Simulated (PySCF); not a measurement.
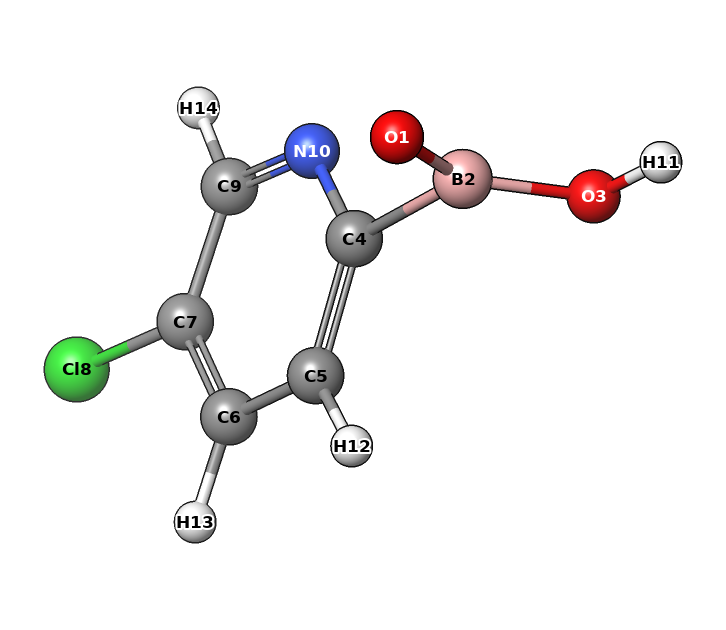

State: neutral, doublet. Computed geometry: GFN2-xTB optimisation. No frequency run is at hand to confirm it as a minimum. Method: UKS B3LYP, pcH-1 on B C Cl H N O, non-relativistic (PySCF 2.14.0). Fermi-contact and spin-dipolar terms alone, no spin-orbit part.

Question. Which nucleus has the largest dipolar (anisotropic) hyperfine coupling?

Answer. 17O at O1: principal values −175.1, 84.0, 91.0 MHz.

List the isotropic and dipolar parts for the most strongly coupled nuclei, one of each equivalent set.

```csv
atom,isotope,a_iso (MHz),dipolar part (MHz)
O1,17O,−35.1,"−175.1, 84.0, 91.0"
C4,13C,197.6,"−23.3, −21.0, 44.3"
B2,11B,−30.8,"−10.8, −2.7, 13.5"
O3,17O,−33.7,"−12.5, 5.7, 6.8"
N10,14N,54.7,"−6.9, −5.4, 12.3"
C5,13C,33.7,"−6.4, −5.7, 12.0"
C9,13C,28.7,"−5.4, −3.2, 8.6"
H12,1H,−3.6,"−3.9, −1.8, 5.7"
```

The geometry is semi-empirical. Around B such bond lengths and angles can be off by a tenth of an ångström or more and by several degrees, and values that hang on the shape move with them.
